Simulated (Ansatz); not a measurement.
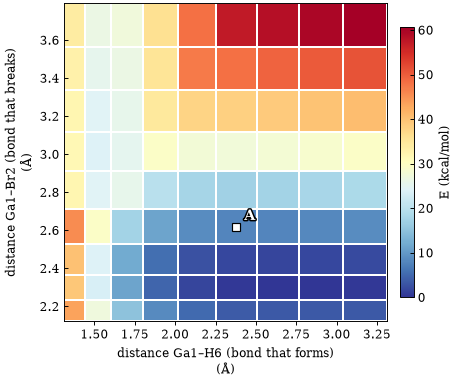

The reacting system BrGaH4 (fragments BrGaH₂ + H₂ where the first distance is long, GaH₃ + BrH where the second is long). The first coordinate is: distance Ga1–H6 (bond that forms); the second: distance Ga1–Br2 (bond that breaks). Relaxed at each point: all other coordinates. Grid: 9 × 9 points. Points are written as (first, second). All energies are given in kcal/mol relative to the lowest grid point. Energies and slopes of some neighbouring points disagree (a jump in structure or state, or too coarse a mesh). The reference is spin-restricted, so regions where a bond is pulled apart into radicals lie too high. Computed with RKS B3LYP-D4/def2-SVP in Ansatz.

In the figure: one coloured cell a grid point, the point A.

**Is A at rest? If not, where is it pushed?**

A, at (2.377 Å, 2.618 Å), is not a stationary point. The computed force is 1 kcal/mol for each Å towards larger values of the first coordinate and 44 kcal/mol for each Å towards smaller values of the second coordinate.
